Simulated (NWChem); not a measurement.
# O3 (ozone) at 6 levels

Wanted: a comparison of 6 runs (B3LYP/def2-TZVPP, BHLYP/def2-TZVPP, CAM-B3LYP/def2-TZVPP, PBE0/def2-TZVPP, r2SCAN/def2-TZVPP, wB97X/def2-TZVPP) of O3 (ozone). 

The calculation is run with NWChem 7.3.0.

### 1 The molecule

The species is O3 (3 atoms), meant as a singlet with charge 0. SMILES: `O=[O+][O-]`. Geometry: relaxed at PBE0-D4/def2-TZVP.

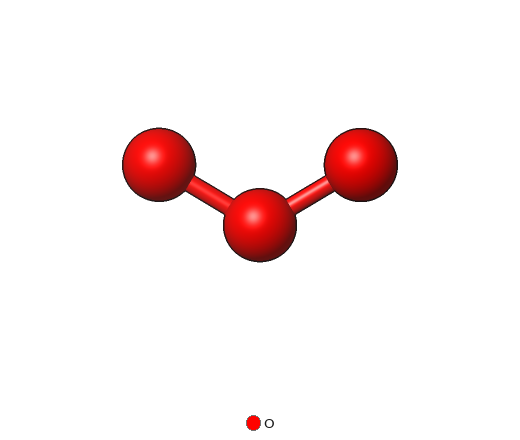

Viewed from a chosen angle; oxygen red.

### 2 Energy and forces at B3LYP/def2-TZVPP (run 1)

input.xyz reads:

```xyz
3

O      0.848700    -0.535900     0.409500
O     -0.228900    -0.317600    -0.159400
O     -0.619800     0.853500    -0.250100
```

run.py reads:

```python
from ase.io import read
from ase.calculators.nwchem import NWChem

system = read('input.xyz')

calc = NWChem(
    label='input',
    theory='dft',
    memory='2200 mb',
    basis='def2-TZVPP',
    basispar='spherical bse',
    dft={'xc': 'b3lyp', 'mult': '1', 'grid': 'fine', 'convergence': 'energy 1e-08', 'iterations': '100', 'mulliken': None, 'print': 'low'},
)
system.calc = calc

forces = system.get_forces()
print("Total energy (eV):", round(system.get_potential_energy(), 6))
print("forces (eV/A):")
for s, f in zip(system.symbols, forces):
    print(f"{s:2s} {f[0]:10.5f} {f[1]:10.5f} {f[2]:10.5f}")
```

Command:

```console
$ export ASE_NWCHEM_COMMAND="nwchem PREFIX.nwi > PREFIX.nwo"
$ python run.py
```

What it wrote:

```text
Total energy (eV): -6136.486499
forces (eV/A):
O     0.83232   -0.22173    0.43380
O    -0.48476   -0.67306   -0.33764
O    -0.34756    0.89480   -0.09616
```

The calculator wrote input.nwi:

```
title "input"

permanent_dir input

scratch_dir input

start input

geometry units angstrom nocenter noautosym noautoz
  O  8.4870000000000001e-01 -5.3590000000000004e-01 4.0949999999999998e-01
  O  -2.2889999999999999e-01 -3.1759999999999999e-01 -1.5939999999999999e-01
  O  -6.1980000000000002e-01 8.5350000000000004e-01 -2.5009999999999999e-01
end

memory 2200 mb

basis spherical bse noprint
   * library def2-TZVPP
end

dft
  xc b3lyp
  mult 1
  grid fine
  convergence energy 1e-08
  iterations 100
  mulliken
  print low
end

task dft gradient
```

input.nwo:

```text
Northwest Computational Chemistry Package (NWChem) 7.3.0
             --------------------------------------------------------

           Job information
           ---------------

    nwchem branch   = 7.3.0
    use scalapack   = T
    input           = input.nwi
    prefix          = input.
    data base       = input/input.db
    status          = startup
    nproc           =        1

           Memory information
           ------------------

    heap     =     72089598 doubles =      550.0 Mbytes
    stack    =     72089595 doubles =      550.0 Mbytes
    global   =    144179200 doubles =     1100.0 Mbytes (distinct from heap & stack)
    total    =    288358393 doubles =     2200.0 Mbytes
    verify   = yes
    hardfail = no

[... 33 lines left out ...]
            Nuclear Dipole moment (a.u.)
[... 57 lines left out ...]
   convergence    iter        energy       DeltaE   RMS-Dens  Diis-err    time
[... 13 lines left out ...]
         Total DFT energy =     -225.511721214947
      One electron energy =     -449.134047319461
           Coulomb energy =      178.528748092465
    Exchange-Corr. energy =      -25.548075433083
 Nuclear repulsion energy =       70.641653445132
[... 15 lines left out ...]
     -------------------------------------------
      Total Density - Lowdin Population Analysis
     -------------------------------------------

    Atom       Charge   Shell Charges
 -----------   ------   -------------------------------------------------------
    1 O    8     8.09   0.88  1.09  0.61  0.68  0.40  1.68  1.80  0.81  0.00  0.12  0.02
    2 O    8     7.81   0.88  1.08  0.57  0.56  0.31  1.64  1.65  0.70  0.01  0.37  0.03
    3 O    8     8.09   0.88  1.09  0.61  0.68  0.40  1.69  1.80  0.81  0.00  0.12  0.02

                         DFT ENERGY GRADIENTS

    atom               coordinates                        gradient
                 x          y          z           x          y          z
   1 O       1.603810  -1.012704   0.773843   -0.016186   0.004312  -0.008436
   2 O      -0.432558  -0.600177  -0.301222    0.009427   0.013089   0.006566
   3 O      -1.171252   1.612881  -0.472620    0.006759  -0.017401   0.001870

 Task  times  cpu:       12.9s     wall:       12.9s
 Total times  cpu:       12.9s     wall:       12.9s
```

Run time: 14 s. Hardware: 1 thread of Intel Xeon Platinum 8488C (Sapphire Rapids), shared host; peak memory 0.13 GiB.

### 3 Energy and gradient at BHLYP/def2-TZVPP (run 2)

calc.xyz reads:

```xyz
3
O3 BHLYP
O      0.848700    -0.535900     0.409500
O     -0.228900    -0.317600    -0.159400
O     -0.619800     0.853500    -0.250100
```

run.py reads:

```python
from ase.io import read
from ase.calculators.nwchem import NWChem

system = read('calc.xyz')

calc = NWChem(
    label='calc',
    theory='dft',
    memory='2200 mb',
    basis='def2-TZVPP',
    basispar='spherical bse',
    dft={'xc': 'bhlyp', 'mult': '1', 'grid': 'fine', 'convergence': 'energy 1e-08', 'iterations': '100', 'mulliken': None},
)
system.calc = calc

forces = system.get_forces()
print(f"energy = {system.get_potential_energy():.6f} eV")
print("forces (eV/A):")
for s, f in zip(system.symbols, forces):
    print(f"{s:2s} {f[0]:10.5f} {f[1]:10.5f} {f[2]:10.5f}")
print("dipole (e A):", system.get_dipole_moment().round(4))
```

Command:

```console
$ export ASE_NWCHEM_COMMAND="nwchem PREFIX.nwi > PREFIX.nwo"
$ python run.py
```

What it wrote:

```text
energy = -6132.630749 eV
forces (eV/A):
O    -1.01780    0.23587   -0.53417
O     0.62324    0.86435    0.43395
O     0.39456   -1.10023    0.10022
dipole (e A): [-0.0834 -0.1157 -0.0581]
```

The calculator wrote calc.nwi:

```
title "calc"

permanent_dir calc

scratch_dir calc

start calc

geometry units angstrom nocenter noautosym noautoz
  O  8.4870000000000001e-01 -5.3590000000000004e-01 4.0949999999999998e-01
  O  -2.2889999999999999e-01 -3.1759999999999999e-01 -1.5939999999999999e-01
  O  -6.1980000000000002e-01 8.5350000000000004e-01 -2.5009999999999999e-01
end

memory 2200 mb

basis spherical bse noprint
   * library def2-TZVPP
end

dft
  xc bhlyp
  mult 1
  grid fine
  convergence energy 1e-08
  iterations 100
  mulliken
end

task dft gradient
```

calc.nwo:

```text
Northwest Computational Chemistry Package (NWChem) 7.3.0
             --------------------------------------------------------

           Job information
           ---------------

    nwchem branch   = 7.3.0
    use scalapack   = T
    input           = calc.nwi
    prefix          = calc.
    data base       = calc/calc.db
    status          = startup
    nproc           =        1

           Memory information
           ------------------

    heap     =     72089598 doubles =      550.0 Mbytes
    stack    =     72089595 doubles =      550.0 Mbytes
    global   =    144179200 doubles =     1100.0 Mbytes (distinct from heap & stack)
    total    =    288358393 doubles =     2200.0 Mbytes
    verify   = yes
    hardfail = no

[... 83 lines left out ...]
  convergence criterion.
[... 37 lines left out ...]
          Spatial weights used:  Erf1
[... 72 lines left out ...]
         Total DFT energy =     -225.370025016110
[... 3 lines left out ...]
 Nuclear repulsion energy =       70.641653445132
[... 719 lines left out ...]
          Convergence on gradient requested:  5.00D-04
[... 24 lines left out ...]
          total energy or number of iterations.
[... 21 lines left out ...]
                                       calc

  charge          =   0.00
  wavefunction    = closed shell

                         DFT ENERGY GRADIENTS

    atom               coordinates                        gradient
                 x          y          z           x          y          z
   1 O       1.603810  -1.012704   0.773843    0.019793  -0.004587   0.010388
   2 O      -0.432558  -0.600177  -0.301222   -0.012120  -0.016809  -0.008439
   3 O      -1.171252   1.612881  -0.472620   -0.007673   0.021396  -0.001949

                 ----------------------------------------
                 |  Time  |  1-e(secs)   |  2-e(secs)   |
                 ----------------------------------------
                 |  CPU   |       0.01   |       2.39   |
                 ----------------------------------------
                 |  WALL  |       0.01   |       2.39   |
                 ----------------------------------------

 Task  times  cpu:       11.7s     wall:       11.7s
 Total times  cpu:       11.7s     wall:       11.7s
```

It took 13 s on 1 thread of Intel Xeon Platinum 8488C (Sapphire Rapids), shared host; peak memory 0.13 GiB.

Runs 3 to 4 aren't shown in full; the table further down has their settings and results.

### 4 Energy and gradient at r2SCAN/def2-TZVPP (run 5)

o3.nw reads:

```
start o3
title "O3 gradient"
memory stack 880 mb heap 220 mb global 1100 mb

geometry units angstrom noautosym nocenter noautoz
  O      0.848700    -0.535900     0.409500
  O     -0.228900    -0.317600    -0.159400
  O     -0.619800     0.853500    -0.250100
end

basis "ao basis" spherical bse
  * library def2-TZVPP
end

dft
  xc r2scan
  grid fine
  convergence energy 1e-08
  iterations 100
  mulliken
  noprint "final vectors analysis"
end

task dft gradient
```

Command:

```console
$ nwchem o3.nw > o3.out
```

What it wrote:

```text
[...]
          Wavefunction type:  closed shell.
          No. of atoms     :     3
          No. of electrons :    24
[...]
          Charge           :     0
          Spin multiplicity:     1
[...]
          AO basis - number of functions:    93
[...]
              XC Information
              --------------
                      r^2SCAN Method XC Functional
               r^2SCAN metaGGA Exchange Functional  1.000
                     r^2SCAN Correlation Potential  1.000
[...]
 d= 0,ls=0.0,diis     1   -225.2216303001 -2.96D+02  1.46D-02  2.43D+00     1.3
[...]
 d= 0,ls=0.0,diis    12   -225.4166500908 -1.80D-11  2.34D-08  2.01D-11    13.1
         Total DFT energy =     -225.416650090796
      One electron energy =     -449.190071984736
           Coulomb energy =      178.592746160284
    Exchange-Corr. energy =      -25.460977711476
 Nuclear repulsion energy =       70.641653445132
[...]
      Total Density - Mulliken Population Analysis
     ---------------------------------------------
    Atom       Charge   Shell Charges
 -----------   ------   -------------------------------------------------------
    1 O    8     8.16   0.80  1.17  0.64  0.95  0.41  1.79  1.73  0.62  0.00  0.04  0.00
    2 O    8     7.68   0.80  1.17  0.65  0.92  0.22  1.77  1.68  0.32  0.01  0.12  0.01
    3 O    8     8.16   0.80  1.17  0.64  0.95  0.41  1.79  1.73  0.62  0.00  0.04  0.00
[...]
  wavefunction    = closed shell
                         DFT ENERGY GRADIENTS
    atom               coordinates                        gradient
                 x          y          z           x          y          z
   1 O       1.603810  -1.012704   0.773843   -0.021816   0.005266  -0.011428
   2 O      -0.432558  -0.600177  -0.301222    0.013175   0.018289   0.009176
   3 O      -1.171252   1.612881  -0.472620    0.008641  -0.023555   0.002252
[...]
```

Wall time 18 s (1 thread of Intel Xeon Platinum 8488C (Sapphire Rapids), shared host); peak memory 0.12 GiB.

### 5 Energy and gradient at wB97X/def2-TZVPP (run 6)

run.py reads:

```python
from ase import Atoms
from ase.calculators.nwchem import NWChem

mol = Atoms('OOO', positions=[
    [0.848700, -0.535900, 0.409500],
    [-0.228900, -0.317600, -0.159400],
    [-0.619800, 0.853500, -0.250100],
])

calc = NWChem(
    label='o3',
    theory='dft',
    memory='2200 mb',
    basis='def2-TZVPP',
    basispar='spherical bse',
    dft={'xc': 'wb97x', 'mult': '1', 'grid': 'fine', 'convergence': 'energy 1e-08', 'iterations': '100', 'mulliken': None},
)
mol.calc = calc

forces = mol.get_forces()
print(f"energy = {mol.get_potential_energy():.6f} eV")
print("forces (eV/A):")
for s, f in zip(mol.symbols, forces):
    print(f"{s:2s} {f[0]:10.5f} {f[1]:10.5f} {f[2]:10.5f}")
print("dipole (e A):", mol.get_dipole_moment().round(4))
```

Command:

```console
$ export ASE_NWCHEM_COMMAND="nwchem PREFIX.nwi > PREFIX.nwo"
$ python run.py
```

What it wrote:

```text
energy = -6134.809166 eV
forces (eV/A):
O    -0.22004    0.16722   -0.10315
O     0.03522    0.04844    0.02448
O     0.18481   -0.21566    0.07868
dipole (e A): [-0.0832 -0.1154 -0.0579]
```

The calculator wrote o3.nwi:

```
title "o3"

permanent_dir o3

scratch_dir o3

start o3

geometry units angstrom nocenter noautosym noautoz
  O  8.4870000000000001e-01 -5.3590000000000004e-01 4.0949999999999998e-01
  O  -2.2889999999999999e-01 -3.1759999999999999e-01 -1.5939999999999999e-01
  O  -6.1980000000000002e-01 8.5350000000000004e-01 -2.5009999999999999e-01
end

memory 2200 mb

basis spherical bse noprint
   * library def2-TZVPP
end

dft
  xc wb97x
  mult 1
  grid fine
  convergence energy 1e-08
  iterations 100
  mulliken
end

task dft gradient
```

o3.nwo:

```text
Northwest Computational Chemistry Package (NWChem) 7.3.0
             --------------------------------------------------------

           Job information
           ---------------

    nwchem branch   = 7.3.0
    use scalapack   = T
    input           = o3.nwi
    prefix          = o3.
    data base       = o3/o3.db
    status          = startup
    nproc           =        1

           Memory information
           ------------------

    heap     =     72089598 doubles =      550.0 Mbytes
    stack    =     72089595 doubles =      550.0 Mbytes
    global   =    144179200 doubles =     1100.0 Mbytes (distinct from heap & stack)
    total    =    288358393 doubles =     2200.0 Mbytes
    verify   = yes
    hardfail = no

[... 84 lines left out ...]
  convergence criterion.
[... 44 lines left out ...]
          Spatial weights used:  Erf1
[... 72 lines left out ...]
         Total DFT energy =     -225.450080354777
[... 3 lines left out ...]
 Nuclear repulsion energy =       70.641653445132
[... 720 lines left out ...]
          Convergence on gradient requested:  5.00D-04
[... 30 lines left out ...]
          total energy or number of iterations.
[... 29 lines left out ...]
  int_init: cando_txs set to always be  F
  intd_init: cando_txs set to always be  F

                         DFT ENERGY GRADIENTS

    atom               coordinates                        gradient
                 x          y          z           x          y          z
   1 O       1.603810  -1.012704   0.773843    0.004279  -0.003252   0.002006
   2 O      -0.432558  -0.600177  -0.301222   -0.000685  -0.000942  -0.000476
   3 O      -1.171252   1.612881  -0.472620   -0.003594   0.004194  -0.001530

                 ----------------------------------------
                 |  Time  |  1-e(secs)   |  2-e(secs)   |
                 ----------------------------------------
                 |  CPU   |       0.01   |      41.24   |
                 ----------------------------------------
                 |  WALL  |       0.01   |      41.24   |
                 ----------------------------------------

 Task  times  cpu:       91.0s     wall:       91.0s
 Total times  cpu:       91.0s     wall:       91.0s
```

Run time: 92 s. Hardware: 1 thread of Intel Xeon Platinum 8488C (Sapphire Rapids), shared host; peak memory 0.11 GiB.

### 6 The series

```
run                 level  energy (Eh)  largest force (eV/Å)  wall time
  1      B3LYP/def2-TZVPP  -225.511721                 0.965       14 s
  2      BHLYP/def2-TZVPP  -225.370025                 1.173       13 s
  3  CAM-B3LYP/def2-TZVPP  -225.438712                 0.183       82 s
  4       PBE0/def2-TZVPP  -225.278624                 0.008       14 s
  5     r2SCAN/def2-TZVPP  -225.416650                 1.295       18 s
  6      wB97X/def2-TZVPP  -225.450080                 0.295       92 s
```

### 7 What came out

```
                       quantity          value
            run 6: total energy  -225.45008 Eh
           run 6: dipole moment         0.74 D
             run 6: HOMO energy      -12.24 eV
             run 6: LUMO energy       -2.46 eV
           run 6: HOMO–LUMO gap        9.79 eV
run 6: largest force on an atom     0.295 eV/Å
```

In words: Over runs 2, 3, 4, 5, 6 the dipole moment (its size) runs from 0.67 D (r2SCAN/def2-TZVPP) to 0.74 D (BHLYP/def2-TZVPP). Over runs 2, 3, 4, 6 the HOMO–LUMO gap runs from 4.84 eV (PBE0/def2-TZVPP) to 9.79 eV (wB97X/def2-TZVPP). Totals of different functionals can't be ranked against each other. All runs together took 3.9 min, the longest 92 s.
